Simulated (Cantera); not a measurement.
Charge: 1 mol FeS, 890 mol H₂, 0.32 mol H₂O, held at 660000 Pa.

Equilibrium computed with Cantera from the NASA thermochemical tables; the gas is ideal and each condensed phase is pure. Candidate condensed phases: Fe, FeO, Fe(OH)₂, Fe(OH)₃, FeS, FeSO₄, FeS₂, Fe₂O₃, Fe₂(SO₄)₃, Fe₃O₄, H₂O, H₂SO₄, S; 22 gas species. FeS: taken at fixed stoichiometry. The numbers say what is thermodynamically allowed, not how fast it happens.

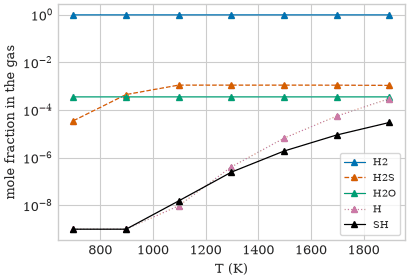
Fig. 1. Equilibrium gas composition (values under 1e-9 drawn at 1e-9)

From 698 K to 898 K the condensed part is Fe(α) + FeS(s). At 1098 K the condensed part is Fe(α). From 1298 K to 1498 K the condensed part is Fe(γ). At 1698 K the condensed part is Fe(δ). At 1898 K the condensed part is Fe(l).
